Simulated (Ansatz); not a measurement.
Calculation: PBE (plane waves to 420 eV, PAW; Ansatz, a program for electronic structure).

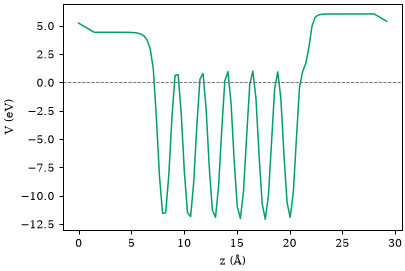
Figure. Electrostatic potential energy of an electron, averaged over planes parallel to the surface, in eV from the Fermi level, for a constructed model of the (111) surface of fcc Ag, (√3x√3)R30° layer of F, one a cell, on the site that continues the host's stacking (bottom of the slab: a bare face, its two planes held)

Slab: 19 atoms, 13.3 Å thick at the start with caps and adatoms (thin: gaps and levels are the slab's own); k 9x9x1, smearing 0.1 eV, dipole-corrected; 6 atoms held, the rest relaxed; start symmetry kept, larger cells not searched; no spin, no spin-orbit, no U. It is one candidate, not shown to be the stable structure of the face.

Task: The surface cell has an area of 22.36 Å². What dipole along the normal does the step between the two vacuum levels imply?

Result: the top vacuum level lies 1.62 eV above the bottom one; p = −ε₀ A ΔV (ε₀ = 0.005526 e/(V·Å)) gives -0.20 e·Å a cell.
